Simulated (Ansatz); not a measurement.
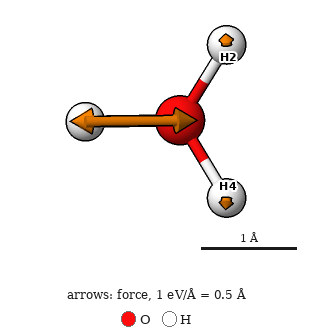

Starting geometry of H3O (charge +1) with the computed forces as orange arrows. The picture is a ball-and-stick view, seen at a tilt.

Level of theory: RKS PBE0-D4/def2-TZVP (Ansatz 0.2.0). (force threshold 0.005 eV/Å; at most 200 steps)

**What follows when this structure is relaxed?**

It isn't relaxed: the largest force vector, on an H atom, is 2.46 eV/Å. The final displacements follow the starting forces only in part (cosine between the two patterns 0.75). The atom that moves furthest after the best rigid fit is an H atom (0.054 Å). Largest moves by element: H 0.054 Å, O 0.014 Å. Some distances before and after: H–O 1.042 → 0.978 Å, H–O 0.973 → 0.978 Å. After 3 geometry steps the energy has fallen by 2.04 kcal/mol. The largest force component goes from 2.5 to 0.0022 eV/Å. The run took roughly 2.6 core-seconds on a shared host.
